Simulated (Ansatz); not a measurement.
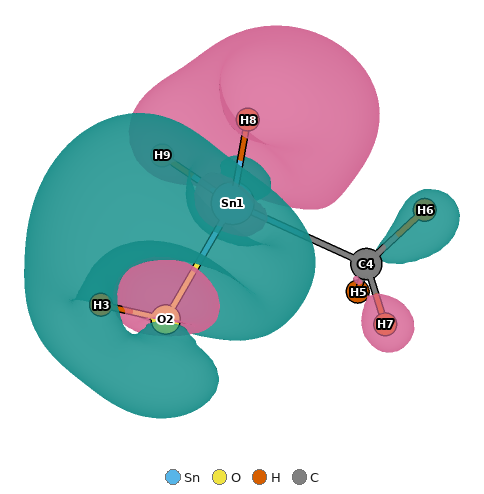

Figure 1: CH₆OSn. The LUMO at ±0.08 Å⁻³ᐟ² (teal and pink are the two phases), seen at a tilt.

Core potentials replace the inner electrons of Sn.

These are results of Ansatz, RKS r2SCAN/def2-SVP, not measurements.

```xyz
9

Sn   -0.0469   -0.0240   -0.1058
O     0.0972   -0.0891    1.8877
H    -0.7673   -0.1682    2.3119
C     2.0131   -0.0022   -0.6930
H     2.3914   -1.0307   -0.7748
H     2.1445    0.5124   -1.6554
H     2.5795    0.5295    0.0854
H    -0.8955    1.4091   -0.5500
H    -0.9066   -1.4182   -0.6416
```

Q: What is the character of this orbital?

A: By Hirshfeld shares it lies mainly on Sn1 (about 55 %), O2 (about 20 %) and H3 (about 10 %). Its energy is −0.34 eV.
